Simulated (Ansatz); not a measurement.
## SnBr$_{2}$: single-point calculation

SnBr$_{2}$, computed with RKS PBE0-D4/def2-TZVP (Ansatz 0.2.0).

The geometry comes from this level: r2SCAN-D4/def2-TZVP.

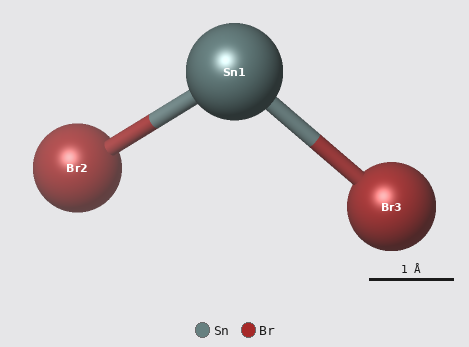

Fig. 1: The structure (ball-and-stick view, seen at a tilt; atoms are numbered from 1 in the order of the input). Sticks mark near contacts. Bond lengths as drawn: Br–Sn 2.52 Å.

The input:
```yaml
crystal:
  periodic: [false, false, false]
  atoms:
    - {symbol: Sn, position_ang: [-0.492666, 0.444567, 0.864141]}
    - {symbol: Br, position_ang: [0.278448, -1.923464, 0.461428]}
    - {symbol: Br, position_ang: [0.214219, 1.478887, -1.325570]}
basis:
  gaussian: {orbitals: def2-TZVP, initial_orbitals: start.molden}
hamiltonian: {xc: pbe0, dispersion: d4}
scf: {omitted_lower_state_checks: [starts]}
output: {orbitals: {seedname: orbitals}}
```

Hardware: 4 threads of Arm Neoverse V2, 23 GiB of memory available, shared host.

Run as:
```bash
ansatz run in.yaml --threads 4 --pin off --events-out ev --progress --plain --max-ram 3916MiB
```

The program's output:
```
Functional definition: PBE0
  name "PBE0"
  cite "Adamo & Barone, J. Chem. Phys. 110, 6158 (1999) doi:10.1063/1.478522"
  cite "Perdew, Burke & Ernzerhof, Phys. Rev. Lett. 77, 3865 (1996) doi:10.1103/PhysRevLett.77.3865"
  parent pbe
  parameter a = 0.25
  parameter kappa = 0.804
  parameter beta = 0.06672455060314922
  exchange = (1 - a)*pbe_x(kappa = kappa, mu = beta*pi^2/3) + a*exact_x
  correlation = pbe_c(beta = beta)
these checks for a lower state are left out or cut short: starts
1287 factors; their error is unknown
mean field evaluation 1: about -145909.6078 eV, gradient 1.7e2 eV
mean field evaluation 2: about -145910.4668 eV, gradient 2.9e0 eV
mean field evaluation 4: about -145911.4549 eV, gradient 5.7e-1 eV
mean field evaluation 8: about -145911.4552 eV, gradient 1.2e-5 eV
mean field -145911.45520677 eV, -5362.1470765121 hartree, gradient 1.2e-5 eV, S^2 0.000000; 0 other end points of the search recorded, 0 dependent functions left out
reference -145911.45523291 eV, -5362.1470774729 hartree; 46, 46 occupied and 100, 100 virtual orbitals, 1287 factors
Total energy: -145911.55826683 eV, -5362.1508638997 hartree
Checks for a lower state left out: starts
```

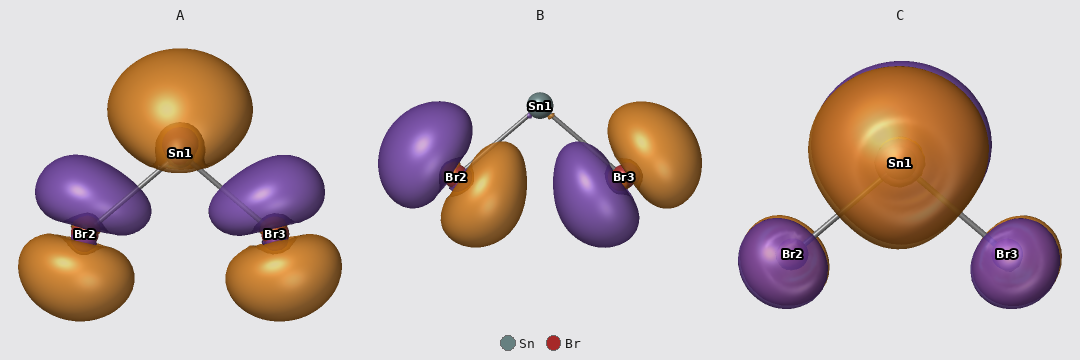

Fig. 2: Three frontier orbitals at ±0.08 Å⁻³ᐟ² (orange and purple are the two phases). B is the HOMO−1 (−8.12 eV). A is the HOMO (−7.73 eV). By Hirshfeld shares it lies mainly on Sn1 (40 %), Br2 (30 %) and Br3 (30 %); it is symmetric in the molecular plane (σ or in-plane lone-pair type). C is the LUMO (−3.23 eV). Its weight (Hirshfeld) is mainly on Sn1 (80 %), Br2 (10 %) and Br3 (10 %); it changes sign across the molecular plane (π type); π-antibonding (a node) across Sn1–Br2 and Sn1–Br3. The HOMO–LUMO gap is 4.50 eV between the orbital energies.

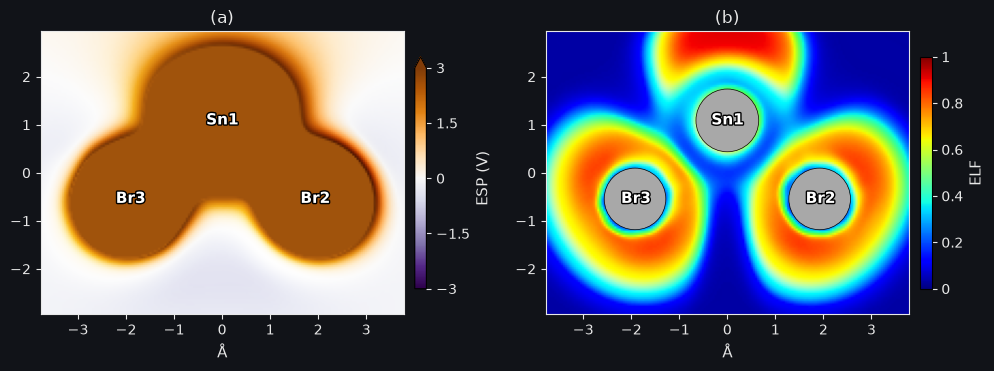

Fig. 3: (a) electrostatic potential; (b) electron localisation function on the molecular plane. Grey discs, where drawn, cover atomic cores. Atoms in the plane: Sn and Br. Sn–Br (2.52 Å): the ELF peaks at about 0.75 in the valence shell of Br, 1.0 Å from its nucleus, and drops to about 0.20 between the two atoms.

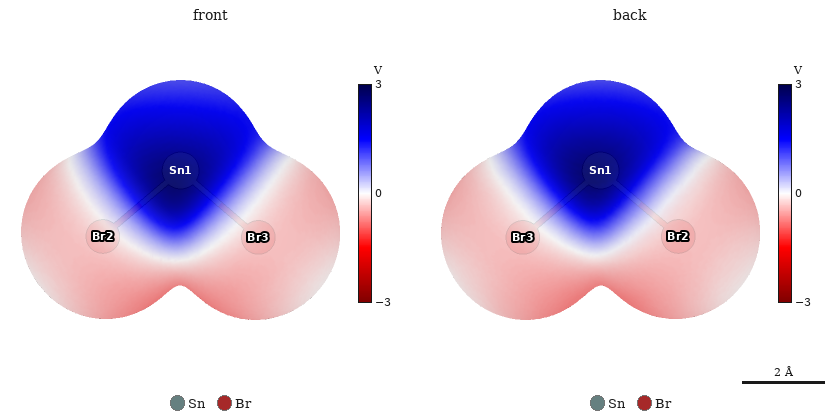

Fig. 4: The electrostatic potential painted on the density surface at 0.002 e/bohr³, seen face on and from behind; red is negative and blue positive. A positive charge is drawn to the negative regions and a negative charge to the positive ones.

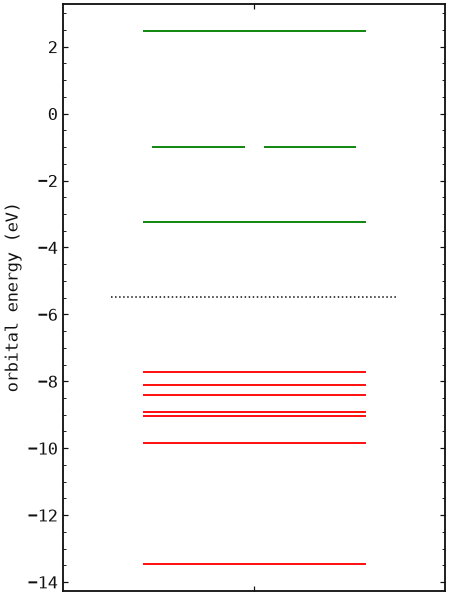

Fig. 5: Orbital energies near the frontier; the dotted line parts filled from empty levels, and levels within 0.02 eV of each other stand side by side. Highest filled −7.73 eV, lowest empty −3.23 eV, 4.50 eV apart.

Results in brief:

```tsv
quantity	value
outcome	converged
total energy	−145911.5583 eV
mean-field energy	−145911.4552 eV
dispersion energy	−0.1030 eV
SCF solution under orbital rotations	stable
HOMO	−7.73 eV
LUMO	−3.23 eV
wall time	2.3 s (CPU time 8.5 s)
peak memory	0.35 GiB
```
